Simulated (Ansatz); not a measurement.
Run report: SiN$_{3}$H$_{9}$O, nudged elastic band (part 1 of 2)

- system: SiN$_{3}$H$_{9}$O
- method: RKS PBE0/6-31G* (Ansatz 0.2.0)

It belongs to a series of runs on one base structure; here: band between the two ends. Figures and captions count atoms from 1; the log counts them from 0 in places.

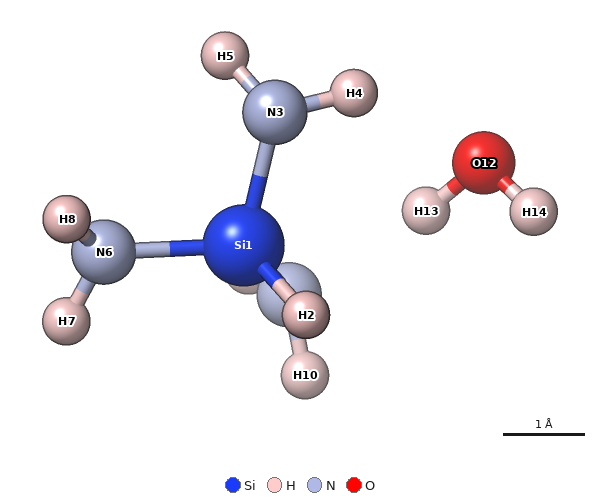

Figure 1. The structure as given in the input (ball-and-stick view, seen at a tilt; atoms are numbered from 1 in the order of the input).

### The input
```yaml
crystal:
  periodic: [false, false, false]
  atoms:
    - { symbol: Si, position_ang: [-0.188728, 0.2861, -0.023189] }
    - { symbol: H, position_ang: [-0.505684, 0.404403, 1.43155] }
    - { symbol: "N", position_ang: [1.513223, 0.333718, -0.227863] }
    - { symbol: H, position_ang: [2.008486, -0.442443, 0.205713] }
    - { symbol: H, position_ang: [1.864752, 0.509842, -1.160369] }
    - { symbol: "N", position_ang: [-0.807298, 1.517177, -1.070565] }
    - { symbol: H, position_ang: [-1.806132, 1.582027, -1.213057] }
    - { symbol: H, position_ang: [-0.397788, 2.441198, -1.01444] }
    - { symbol: "N", position_ang: [-0.921979, -1.263802, -0.410038] }
    - { symbol: H, position_ang: [-1.783509, -1.500478, 0.069707] }
    - { symbol: H, position_ang: [-1.001178, -1.508191, -1.391897] }
    - { symbol: O, position_ang: [1.449309, -2.50678, 0.787206] }
    - { symbol: H, position_ang: [0.600546, -2.293768, 0.341895] }
    - { symbol: H, position_ang: [1.197179, -2.645505, 1.708347] }
basis:
  gaussian: { orbitals: "6-31G*" }
hamiltonian:
  xc: pbe0
neb:
  order_check: false
  images: 5
  f_tol: 0.03
  max_iterations: 60
  final_atoms:
    - { symbol: Si, position_ang: [0.04045017, -0.37024094, -0.5936009] }
    - { symbol: H, position_ang: [0.77414754, -0.55208951, 3.98762476] }
    - { symbol: "N", position_ang: [1.66826452, -0.00332163, -0.99386275] }
    - { symbol: H, position_ang: [2.40565681, -0.63446298, -0.71654881] }
    - { symbol: H, position_ang: [1.89247842, 0.50310965, -1.8371766] }
    - { symbol: "N", position_ang: [-0.77524713, 1.13991628, -0.63463446] }
    - { symbol: H, position_ang: [-1.77954736, 1.17569846, -0.53106913] }
    - { symbol: H, position_ang: [-0.32756358, 1.93910486, -0.20847369] }
    - { symbol: "N", position_ang: [-0.99734229, -1.38378273, -1.54297739] }
    - { symbol: H, position_ang: [-0.74458581, -2.35642606, -1.66070039] }
    - { symbol: H, position_ang: [-1.35229316, -1.00747332, -2.41271833] }
    - { symbol: O, position_ang: [0.24357127, -1.21056587, 0.83399501] }
    - { symbol: H, position_ang: [-0.5581101, -1.67925046, 1.09397352] }
    - { symbol: H, position_ang: [0.7313197, -0.64671773, 3.24916916] }
  initial_path:
    images:
      - { positions_ang: [[-0.188728, 0.2861, -0.023189], [-0.505684, 0.404403, 1.43155], [1.513223, 0.333718, -0.227863], [2.008486, -0.442443, 0.205713], [1.864752, 0.509842, -1.160369], [-0.807298, 1.517177, -1.070565], [-1.806132, 1.582027, -1.213057], [-0.397788, 2.441198, -1.01444], [-0.921979, -1.263802, -0.410038], [-1.783509, -1.500478, 0.069707], [-1.001178, -1.508191, -1.391897], [1.449309, -2.50678, 0.787206], [0.600546, -2.293768, 0.341895], [1.197179, -2.645505, 1.708347]] }
      - { positions_ang: [[-0.12767482, 0.19101562, -0.01742048], [-0.35596572, 0.27540078, 1.55547444], [1.58451476, 0.22365706, -0.33973167], [2.08377315, -0.5995217, -0.10338141], [1.98609419, 0.64733305, -1.01691863], [-0.82222921, 1.50352313, -0.93023976], [-1.82527711, 1.52589862, -1.12881518], [-0.3765236, 2.42703789, -0.91428174], [-0.89419214, -1.34047676, -0.48070591], [-1.65222337, -1.70247648, 0.06141726], [-0.92518981, -1.58957991, -1.47722666], [1.20660445, -2.24395989, 0.74309973], [0.43269069, -2.35233823, 0.36041922], [0.90679754, -2.05201517, 1.72131075]] }
      - { positions_ang: [[-0.06662164, 0.09593123, -0.01165196], [-0.20624744, 0.14639855, 1.67939889], [1.65580652, 0.11359612, -0.45160033], [2.15906029, -0.7566004, -0.41247582], [2.10743638, 0.7848241, -0.87346825], [-0.83716041, 1.48986927, -0.78991453], [-1.84442222, 1.46977024, -1.04457335], [-0.3552592, 2.41287777, -0.81412348], [-0.86640527, -1.41715153, -0.55137381], [-1.52093774, -1.90447495, 0.05312753], [-0.84920163, -1.67096882, -1.56255631], [0.9638999, -1.98113978, 0.69899347], [0.26483539, -2.41090847, 0.37894345], [0.61641607, -1.45852534, 1.73427451]] }
      - { positions_ang: [[-0.00556845, 0.00084685, -0.00588343], [-0.05652916, 0.01739633, 1.80332333], [1.72709828, 0.00353518, -0.563469], [2.23434744, -0.9136791, -0.72157023], [2.22877857, 0.92231515, -0.73001788], [-0.85209162, 1.4762154, -0.64958929], [-1.86356733, 1.41364186, -0.96033153], [-0.3339948, 2.39871766, -0.71396522], [-0.83861841, -1.49382629, -0.62204172], [-1.38965211, -2.10647343, 0.04483779], [-0.77321344, -1.75235773, -1.64788597], [0.72119535, -1.71831967, 0.6548872], [0.09698008, -2.4694787, 0.39746767], [0.32603461, -0.86503551, 1.74723826]] }
      - { positions_ang: [[0.00977109, -0.12284908, -0.20178926], [0.22036308, -0.17243228, 2.53142381], [1.70748702, 0.00124957, -0.70693358], [2.29145056, -0.82060706, -0.71989642], [2.11667852, 0.78257998, -1.09907078], [-0.82647679, 1.36411569, -0.64460435], [-1.83556068, 1.33432739, -0.81724406], [-0.33185106, 2.24551339, -0.54546804], [-0.89152637, -1.4571451, -0.92902028], [-1.17463001, -2.18979097, -0.52367493], [-0.96624001, -1.50406293, -1.90283009], [0.56198732, -1.5490684, 0.71458981], [-0.12138332, -2.20606929, 0.62963629], [0.46112964, -0.79226292, 2.24788189]] }
      - { positions_ang: [[0.02511063, -0.24654501, -0.39769508], [0.49725531, -0.3622609, 3.25952428], [1.68787577, -0.00103603, -0.85039816], [2.34855369, -0.72753502, -0.71822261], [2.00457847, 0.64284482, -1.46812369], [-0.80086196, 1.25201598, -0.6396194], [-1.80755402, 1.25501293, -0.67415659], [-0.32970732, 2.09230912, -0.37697087], [-0.94443433, -1.42046392, -1.23599884], [-0.95960791, -2.27310852, -1.09218766], [-1.15926659, -1.25576812, -2.15777421], [0.40277929, -1.37981714, 0.77429241], [-0.33974671, -1.94265988, 0.8618049], [0.59622467, -0.71949033, 2.74852552]] }
      - { positions_ang: [[0.04045017, -0.37024094, -0.5936009], [0.77414754, -0.55208951, 3.98762476], [1.66826452, -0.00332163, -0.99386275], [2.40565681, -0.63446298, -0.71654881], [1.89247842, 0.50310965, -1.8371766], [-0.77524713, 1.13991628, -0.63463446], [-1.77954736, 1.17569846, -0.53106913], [-0.32756358, 1.93910486, -0.20847369], [-0.99734229, -1.38378273, -1.54297739], [-0.74458581, -2.35642606, -1.66070039], [-1.35229316, -1.00747332, -2.41271833], [0.24357127, -1.21056587, 0.83399501], [-0.5581101, -1.67925046, 1.09397352], [0.7313197, -0.64671773, 3.24916916]] }
```

Machine: 2 threads of AMD EPYC (Zen 5), 32 GiB of memory available, shared host.

Launched with:
```bash
ansatz run input.yaml --threads 2 --pin off --max-ram 3072MiB --backend cpu --events-out ev --progress --plain --runs-dir out
```

### Log
```
Engine: ansatz 0.2.0, x86_64-unknown-linux-gnu
Functional definition: PBE0
  parameter a = 0.25
  parameter kappa = 0.804
  parameter beta = 0.06672455060314922
  exchange = (1 - a)*pbe_x(kappa = kappa, mu = beta*pi^2/3) + a*exact_x
  correlation = pbe_c(beta = beta)
1096 factors; integrals over basis functions are off by at most 5.2e-4 eV
mean field evaluation 1: about -14517.4391 eV, gradient 8.9e1 eV
mean field evaluation 2: about -14507.6776 eV, gradient 1.1e2 eV
mean field evaluation 4: about -14531.9926 eV, gradient 2.3e0 eV
mean field evaluation 8: about -14532.0282 eV, gradient 7.5e-2 eV
mean field -14532.02818355 eV, -534.0421855829 hartree, gradient 3.3e-5 eV, S^2 0.000000; 0 other end points of the search recorded, 0 dependent functions left out
the calculation of the forces begins
reference -14532.02820893 eV, -534.0421865156 hartree; 26, 26 occupied and 71, 71 virtual orbitals, 1096 factors
1095 factors; integrals over basis functions are off by at most 9.7e-4 eV
mean field evaluation 16: about -14518.0095 eV, gradient 8.9e1 eV
mean field -14532.72035070 eV, -534.0676222565 hartree, gradient 1.1e-5 eV, S^2 0.000000; 0 other end points of the search recorded, 0 dependent functions left out
[... from here on the field's lines of each further geometry are left out, up to the last ...]
NEB iter   1: max|band force component| = 1.094e1 eV/Å  barrier→ = 6.0765 eV  barrier← = 6.7686 eV  Δτ_max = 0.2000 Å  (184 SCF iters)
NEB iter   2: max|band force component| = 3.277e0 eV/Å  barrier→ = 3.6573 eV  barrier← = 4.3495 eV  Δτ_max = 0.2000 Å  (148 SCF iters)
NEB iter   3: max|band force component| = 1.913e0 eV/Å  barrier→ = 2.3545 eV  barrier← = 3.0466 eV  Δτ_max = 0.1985 Å  (142 SCF iters)
NEB iter   4: max|band force component| = 1.411e0 eV/Å  barrier→ = 1.3353 eV  barrier← = 2.0275 eV  Δτ_max = 0.1823 Å  (138 SCF iters)
NEB iter   5: max|band force component| = 1.041e0 eV/Å  barrier→ = 1.0693 eV  barrier← = 1.7615 eV  Δτ_max = 0.1972 Å  (137 SCF iters)
NEB iter   6: max|band force component| = 6.132e-1 eV/Å  barrier→ = 0.9933 eV  barrier← = 1.6855 eV  Δτ_max = 0.1999 Å  (138 SCF iters)
NEB iter   7: max|band force component| = 6.595e-1 eV/Å  barrier→ = 0.8844 eV  barrier← = 1.5766 eV  CI = image 2  Δτ_max = 0.2000 Å  (136 SCF iters)
NEB iter   8: max|band force component| = 1.133e0 eV/Å  barrier→ = 1.1398 eV  barrier← = 1.8320 eV  CI = image 2  Δτ_max = 0.0997 Å  (138 SCF iters)
NEB iter   9: max|band force component| = 1.230e0 eV/Å  barrier→ = 1.2353 eV  barrier← = 1.9275 eV  CI = image 2  Δτ_max = 0.1916 Å  (140 SCF iters)
NEB iter  10: max|band force component| = 1.354e0 eV/Å  barrier→ = 1.4780 eV  barrier← = 2.1702 eV  CI = image 2  Δτ_max = 0.1978 Å  (139 SCF iters)
NEB iter  11: max|band force component| = 1.268e0 eV/Å  barrier→ = 1.6258 eV  barrier← = 2.3180 eV  CI = image 2  Δτ_max = 0.1975 Å  (138 SCF iters)
NEB iter  12: max|band force component| = 1.032e0 eV/Å  barrier→ = 1.7989 eV  barrier← = 2.4911 eV  CI = image 2  Δτ_max = 0.2000 Å  (131 SCF iters)
NEB iter  13: max|band force component| = 7.436e-1 eV/Å  barrier→ = 1.9067 eV  barrier← = 2.5988 eV  CI = image 2  Δτ_max = 0.2000 Å  (133 SCF iters)
NEB iter  14: max|band force component| = 1.160e0 eV/Å  barrier→ = 1.8152 eV  barrier← = 2.5074 eV  CI = image 2  Δτ_max = 0.0997 Å  (139 SCF iters)
NEB iter  15: max|band force component| = 4.937e-1 eV/Å  barrier→ = 1.7683 eV  barrier← = 2.4605 eV  CI = image 2  Δτ_max = 0.1003 Å  (134 SCF iters)
NEB iter  16: max|band force component| = 2.854e-1 eV/Å  barrier→ = 1.7254 eV  barrier← = 2.4176 eV  CI = image 2  Δτ_max = 0.0986 Å  (125 SCF iters)
NEB iter  17: max|band force component| = 2.139e-1 eV/Å  barrier→ = 1.6939 eV  barrier← = 2.3861 eV  CI = image 2  Δτ_max = 0.1011 Å  (135 SCF iters)
NEB iter  18: max|band force component| = 1.183e0 eV/Å  barrier→ = 1.6745 eV  barrier← = 2.3667 eV  CI = image 2  Δτ_max = 0.0518 Å  (133 SCF iters)
NEB iter  19: max|band force component| = 2.630e-1 eV/Å  barrier→ = 1.6679 eV  barrier← = 2.3601 eV  CI = image 2  Δτ_max = 0.1000 Å  (130 SCF iters)
NEB iter  20: max|band force component| = 1.207e-1 eV/Å  barrier→ = 1.6610 eV  barrier← = 2.3532 eV  CI = image 2  Δτ_max = 0.0352 Å  (133 SCF iters)
NEB iter  21: max|band force component| = 9.519e-2 eV/Å  barrier→ = 1.6596 eV  barrier← = 2.3518 eV  CI = image 2  Δτ_max = 0.1121 Å  (126 SCF iters)
NEB iter  22: max|band force component| = 1.547e-1 eV/Å  barrier→ = 1.6589 eV  barrier← = 2.3511 eV  CI = image 2  Δτ_max = 0.0557 Å  (132 SCF iters)
NEB iter  23: max|band force component| = 8.991e-2 eV/Å  barrier→ = 1.6585 eV  barrier← = 2.3507 eV  CI = image 2  Δτ_max = 0.0572 Å  (115 SCF iters)
NEB iter  24: max|band force component| = 7.712e-2 eV/Å  barrier→ = 1.6584 eV  barrier← = 2.3506 eV  CI = image 2  Δτ_max = 0.0375 Å  (121 SCF iters)
NEB iter  25: max|band force component| = 7.495e-2 eV/Å  barrier→ = 1.6584 eV  barrier← = 2.3505 eV  CI = image 2  Δτ_max = 0.0311 Å  (113 SCF iters)
NEB iter  26: max|band force component| = 4.310e-2 eV/Å  barrier→ = 1.6584 eV  barrier← = 2.3505 eV  CI = image 2  Δτ_max = 0.0557 Å  (108 SCF iters)
NEB iter  27: max|band force component| = 3.256e-1 eV/Å  barrier→ = 1.6584 eV  barrier← = 2.3505 eV  CI = image 2  Δτ_max = 0.0288 Å  (107 SCF iters)
NEB iter  28: max|band force component| = 1.307e-1 eV/Å  barrier→ = 1.6584 eV  barrier← = 2.3505 eV  CI = image 2  Δτ_max = 0.0381 Å  (116 SCF iters)
NEB iter  29: max|band force component| = 3.675e-2 eV/Å  barrier→ = 1.6584 eV  barrier← = 2.3505 eV  CI = image 2  Δτ_max = 0.0246 Å  (111 SCF iters)
the calculation of the forces begins
reference -14532.71822280 eV, -534.0675440578 hartree; 26, 26 occupied and 71, 71 virtual orbitals, 1096 factors
1096 factors; integrals over basis functions are off by at most 5.1e-4 eV
mean field -14530.36982202 eV, -533.9812419207 hartree, gradient 2.9e-5 eV, S^2 0.000000; 1 other end points of the search recorded, 0 dependent functions left out
the calculation of the forces begins
reference -14530.36984609 eV, -533.9812428054 hartree; 26, 26 occupied and 71, 71 virtual orbitals, 1096 factors
NEB iter  30: max|band force component| = 2.723e-2 eV/Å  barrier→ = 1.6584 eV  barrier← = 2.3505 eV  CI = image 2  Δτ_max = 0.0000 Å  (248 SCF iters)
```
